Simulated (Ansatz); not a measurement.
## CH₇FOSi₂: single-point calculation

System: CH₇FOSi₂, SMILES C[SiH2]O[SiH2]F.
Method: RKS wB97M-V/def2-TZVPP (Ansatz 0.2.0).

The geometry comes from this level: PBE0-D4/def2-TZVP. Figures and captions count atoms from 1; the log counts them from 0 in places.

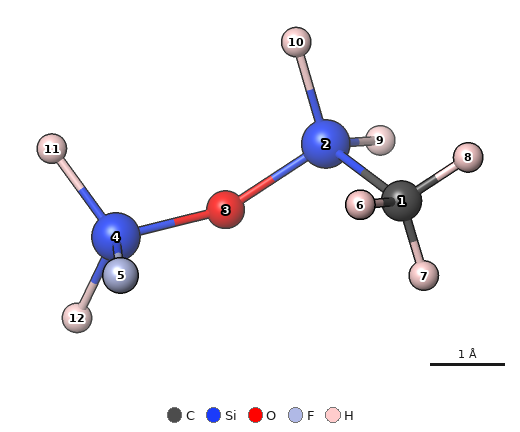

*The structure (ball-and-stick view, seen at a tilt; atoms are numbered from 1 in the order of the input).*

Bond lengths as drawn: C–H 1.09 Å, C–Si 1.86 Å, F–Si 1.60 Å, H–Si 1.48 to 1.49 Å and O–Si 1.61 to 1.65 Å.

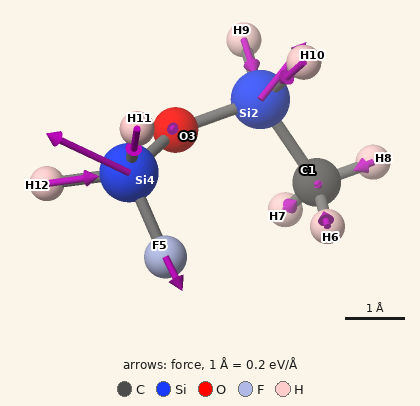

*Forces on the atoms as pink arrows (ball-and-stick view, seen at a tilt; atoms are numbered from 1 in the order of the input).*

The largest act on Si4 (0.35 eV/Å); Si2 (0.26 eV/Å); H11, H12 (0.19 eV/Å); H9 (0.17 eV/Å), among others. The geometry is not a stationary point of this energy.

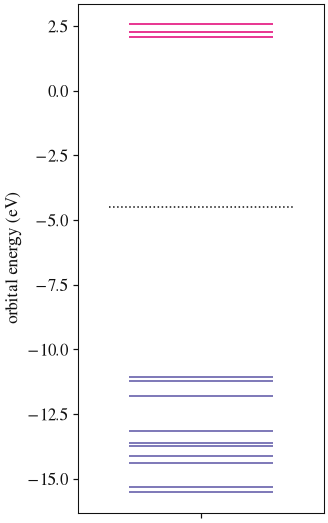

*Orbital energies near the frontier; the dotted line parts filled from empty levels, and levels within 0.02 eV of each other stand side by side.*

Highest filled −11.05 eV, lowest empty 2.08 eV, 13.13 eV apart.

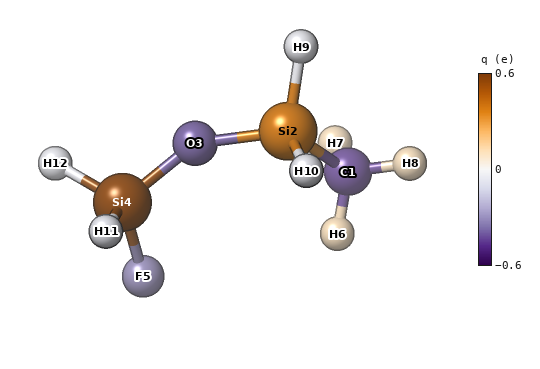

*Mulliken charges, as the colour of each atom (ball-and-stick view, seen at a tilt; atoms are numbered from 1 in the order of the input; Mulliken charges depend strongly on the basis).*

By element: C −0.44, Si +0.39 to +0.57, O −0.39, F −0.32 and H −0.05 to +0.12 e.

These pictures come from the run below.

## The input
```yaml
crystal:
  periodic: [false, false, false]
  atoms:
    - {symbol: C, position_ang: [-0.734709, 1.729336, 0.529086]}
    - {symbol: Si, position_ang: [0.634996, 0.512058, 0.825924]}
    - {symbol: O, position_ang: [0.213871, -0.973899, 0.251645]}
    - {symbol: Si, position_ang: [0.063770, -1.926308, -1.042561]}
    - {symbol: F, position_ang: [-0.902658, -1.230979, -2.107121]}
    - {symbol: H, position_ang: [-0.945195, 1.824625, -0.538894]}
    - {symbol: H, position_ang: [-1.652077, 1.415071, 1.032058]}
    - {symbol: H, position_ang: [-0.456896, 2.715410, 0.911662]}
    - {symbol: H, position_ang: [0.908287, 0.352383, 2.276399]}
    - {symbol: H, position_ang: [1.882791, 0.951548, 0.143060]}
    - {symbol: H, position_ang: [1.370973, -2.116622, -1.710734]}
    - {symbol: H, position_ang: [-0.565152, -3.197724, -0.631226]}
basis:
  gaussian: {orbitals: def2-TZVPP}
hamiltonian: {xc: {name: wB97M-V}}
output: {forces: true, orbitals: {seedname: orbitals}}
```

Command:
```bash
ansatz run in.yaml --threads 4 --pin off --events-out ev --progress --plain --max-ram 10444MiB
```

## Output
```
Functional definition: wB97M-V
  name "wB97M-V"
  cite "Mardirossian & Head-Gordon, J. Chem. Phys. 144, 214110 (2016) doi:10.1063/1.4952647"
  cite "Becke, J. Chem. Phys. 107, 8554 (1997) doi:10.1063/1.475007"
  cite "Vydrov & Van Voorhis, J. Chem. Phys. 133, 244103 (2010) doi:10.1063/1.3521275"
  # Of w^i u^j: cxij and so on, Table III.
  parameter omega = 0.3/bohr
  parameter cx = 0.15
  parameter cx01 = 1.007
  parameter cx10 = 0.259
  parameter css00 = 0.443
  parameter css04 = -1.437
  parameter css10 = -4.535
  parameter css20 = -3.390
  parameter css43 = 4.278
  parameter cos00 = 1.000
  parameter cos10 = 1.358
  parameter cos20 = 2.924
  parameter cos21 = -8.812
  parameter cos60 = -1.390
  parameter cos61 = 9.142
  parameter b = 6.0
  parameter c = 0.01
  gx(w, u) = 1 - cx + cx01*u + cx10*w
  gss(w, u) = css00 + css04*u^4 + css10*w + css20*w^2 + css43*w^4*u^3
  gos(w, u) = cos00 + cos10*w + (cos20 + cos21*u)*w^2 + (cos60 + cos61*u)*w^6
  exchange = spin_sum(e_x_unif_sr(omega)*gx(b97_w, b97_u_x)) + cx*exact_x_sr(omega) + exact_x_lr(omega)
  correlation = spin_sum(e_c_pw_mod_same_spin*gss(b97_w, b97_u_same))
      + integral(e_c_pw_mod_opposite_spin*gos(b97_w_opposite, b97_u_opposite)) + vv10(b, c)
1482 factors; their error is unknown
344 factors; integrals over basis functions are off by at most 1.1e-5 eV
mean field evaluation 1: about -21668.0051 eV, gradient 6.4e1 eV
mean field evaluation 2: about -21667.8241 eV, gradient 6.7e1 eV
mean field evaluation 4: about -21674.7946 eV, gradient 2.3e0 eV
mean field evaluation 8: about -21674.8215 eV, gradient 2.9e-2 eV
mean field evaluation 16: about -21674.8305 eV, gradient 2.1e-5 eV
mean field -21674.83054881 eV, -796.5353309408 hartree, gradient 2.1e-5 eV, S^2 0.000000; 0 other end points of the search recorded, 0 dependent functions left out
the calculation of the forces begins
reference -21674.83060668 eV, -796.5353330677 hartree; 29, 29 occupied and 246, 246 virtual orbitals, 1482 factors
Total energy: -21674.83060668 eV, -796.5353330677 hartree
Atom 0 at    -0.734709     1.729336     0.529086 Å, force    -0.021329     0.019288    -0.003107 eV/Å
Atom 1 at     0.634996     0.512058     0.825924 Å, force     0.167466     0.146294     0.131604 eV/Å
Atom 2 at     0.213871    -0.973899     0.251645 Å, force    -0.015611    -0.015733     0.043244 eV/Å
Atom 3 at     0.063770    -1.926308    -1.042561 Å, force     0.142737    -0.322946    -0.028262 eV/Å
Atom 4 at    -0.902658    -1.230979    -2.107121 Å, force    -0.077745     0.063732    -0.086133 eV/Å
Atom 5 at    -0.945195     1.824625    -0.538894 Å, force     0.014247    -0.006370     0.075290 eV/Å
Atom 6 at    -1.652077     1.415071     1.032058 Å, force     0.064111     0.023687    -0.036379 eV/Å
Atom 7 at    -0.456896     2.715410     0.911662 Å, force    -0.024067    -0.070185    -0.030143 eV/Å
Atom 8 at     0.908287     0.352383     2.276399 Å, force    -0.032717     0.024198    -0.166313 eV/Å
Atom 9 at     1.882791     0.951548     0.143060 Å, force    -0.138171    -0.049848     0.071471 eV/Å
Atom 10 at     1.370973    -2.116622    -1.710734 Å, force    -0.163227     0.026313     0.085432 eV/Å
Atom 11 at    -0.565152    -3.197724    -0.631226 Å, force     0.084306     0.161571    -0.056705 eV/Å
Dipole moment:     0.052746     0.101885     0.138124 e Å
```

## Results in brief

```json
{"quantity": "outcome", "value": "converged"}
{"quantity": "total energy", "value": "−21674.8306 eV"}
{"quantity": "SCF solution under orbital rotations", "value": "stable"}
{"quantity": "HOMO", "value": "−11.05 eV"}
{"quantity": "LUMO", "value": "2.08 eV"}
{"quantity": "largest force (length of the vector)", "value": "0.354 eV/Å"}
{"quantity": "dipole moment", "value": "0.86 D"}
{"quantity": "hardware", "value": "4 threads of Intel Xeon @ 2.90GHz, 15 GiB of memory available, shared host"}
{"quantity": "wall time", "value": "14 s (CPU time 50 s)"}
{"quantity": "peak memory", "value": "1.1 GiB"}
```
